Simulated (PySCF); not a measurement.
The calculation's input:

```
{"job": {"kind": "nmr", "xc": "PBE0", "basis": "pcSseg-1"}, "charge": 0, "multiplicity": 1}
F      2.210958    -0.973850     0.593581
C      2.075025    -0.126791    -0.436114
F      3.131345    -0.341887    -1.242725
F      2.227338     1.108469     0.061437
C      0.745978    -0.304513    -1.169640
N     -0.363057    -0.079025    -0.322227
Si    -1.141145     1.409451     0.175016
N     -2.015510     0.329128     1.220984
Si    -1.160827    -1.133555     0.826042
H      0.757225     0.402969    -2.007060
H      0.744292    -1.327133    -1.565453
H     -1.906196     1.980007    -0.930277
H     -0.296842     2.369575     0.873635
H     -2.749997     0.502853     1.880056
H     -0.328349    -1.652628     1.902968
H     -1.937837    -2.154127     0.128369
```

Command:

```sh
OMP_NUM_THREADS=1 python probes_run.py task.json out
```

Geometry: GFN2-xTB.

Computed with PBE0/pcSseg-1, SCF density, gas phase, non-relativistic in PySCF.

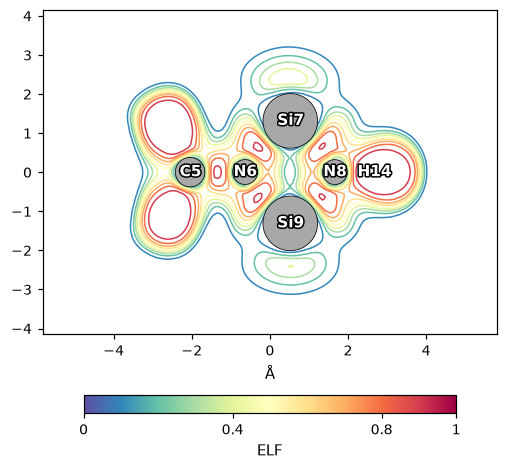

C2H7F3N2Si2 (SMILES FC(F)(F)CN1[SiH2]N[SiH2]1). ELF on the plane of atoms Si9, N8 and H14. Grey discs cover the atomic cores.

Read the bonding off the picture.

Answer. The section cuts through C, N, Si and H sites.
C–N (1.41 Å): the ELF peaks at about 0.90 between the atoms (a shared electron pair).
Si–N (1.74 Å): the ELF peaks at about 0.90 between the atoms, as expected for a polar covalent bond.
N–H (1.00 Å): the ELF climbs to about 1 towards the hydrogen, as it does in any bond to H; a covalent bond by its length.
